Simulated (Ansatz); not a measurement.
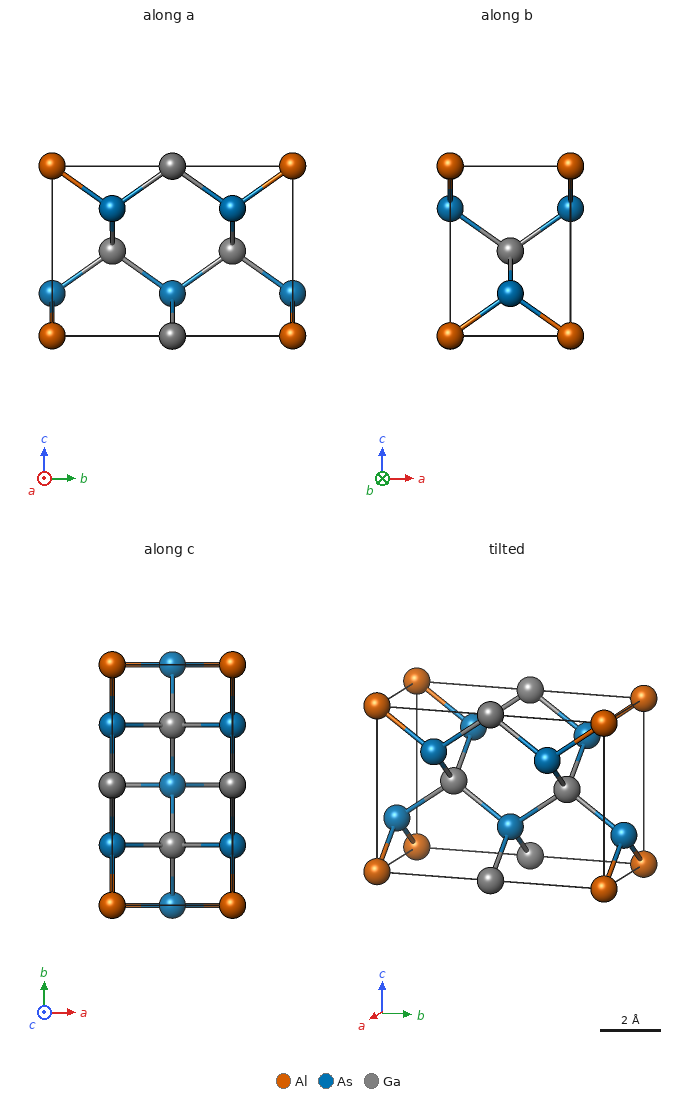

The structure above is drawn in ball-and-stick style and viewed along the a axis, along the b axis, along the c axis and slightly off an axis. The edges of the conventional unit cell are marked.

Lattice parameters: a = 4.0126 Å, b = 8.0207 Å, c = 5.6643 Å, α = 90.000°, β = 90.000°, γ = 90.000°.

### Give the structure in the form of a CIF in P1 with every atom of the cell, with free fractional coordinates to two decimals.

```cif
data_structure
_symmetry_space_group_name_H-M 'P 1'
_symmetry_Int_Tables_number 1
_cell_length_a 4.0126
_cell_length_b 8.0207
_cell_length_c 5.6643
_cell_angle_alpha 90.000
_cell_angle_beta 90.000
_cell_angle_gamma 90.000
_cell_volume 182.30
loop_
_atom_site_label
_atom_site_type_symbol
_atom_site_fract_x
_atom_site_fract_y
_atom_site_fract_z
_atom_site_occupancy
Al1 Al 0.00 0.00 0.00 1
As1 As 0.50 0.00 0.25 1
Ga1 Ga 0.50 0.25 0.50 1
As2 As 0.00 0.25 0.75 1
Ga2 Ga 0.00 0.50 0.00 1
As3 As 0.50 0.50 0.25 1
Ga3 Ga 0.50 0.75 0.50 1
As4 As 0.00 0.75 0.75 1
```

The model was built from a structure type filled with these elements by a generator (whether the compound takes this form wasn't checked). Earlier steps of the study, as a rule a relaxation of our own, may have changed the cell and positions, so they can lie some per cent off the listed ones. It went into a calculation with Ansatz.
